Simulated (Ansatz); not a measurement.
Nb$_{2}$O

Input file:

```
crystal:
  periodic: [false, false, false]
  atoms:
    - {symbol: Nb, position_ang: [-0.635764, 0.319846, -0.480213]}
    - {symbol: Nb, position_ang: [-2.033534, 1.221068, -1.781467]}
    - {symbol: O, position_ang: [-0.130102, 1.522287, -1.904219]}
basis:
  gaussian: {orbitals: def2-TZVP, initial_orbitals: start.molden}
hamiltonian: {xc: pbe0, dispersion: d4}
output: {forces: true, orbitals: {seedname: orbitals}}
```

Launched as:

```sh
ansatz run in.yaml --threads 4 --pin off --events-out ev --progress --plain --max-ram 3916MiB
```

Geometry: r2SCAN-D4/def2-TZVP; core potentials replace the inner electrons of Nb; not at a stationary point (largest force 0.7 eV/Å).

Level of theory: RKS PBE0-D4/def2-TZVP (Ansatz).

### What will maps of the electron density and electron localisation function show?

Nb–O (1.93 Å): ρ at the midpoint is about 0.99 e/Å³; the ELF peaks at about 0.85 in the valence shell of O, 0.6 Å from its nucleus, and drops to about 0.25 between the two atoms.
Nb–Nb (2.11 Å): the density is about 1.3 e/Å³ at the midpoint; the ELF is about 0.40 at the midpoint.

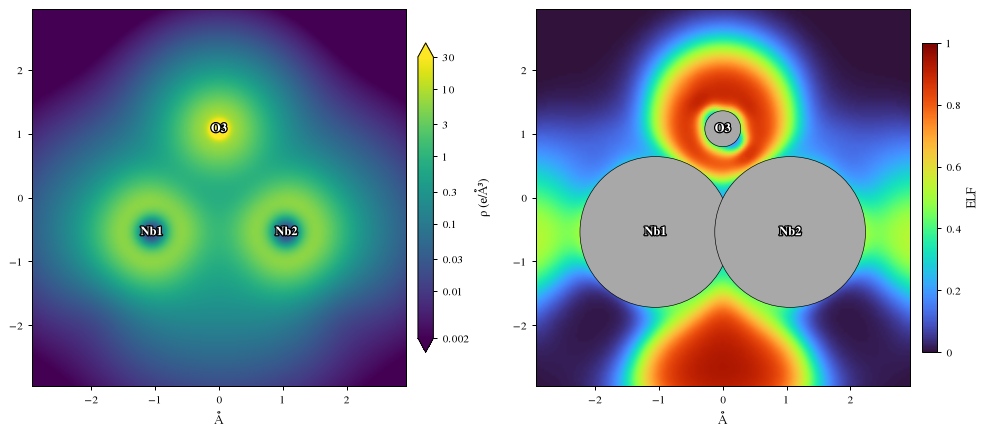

Computed electron density and electron localisation function on the molecular plane, in this order. Grey discs cover the atomic cores in the ELF map. 
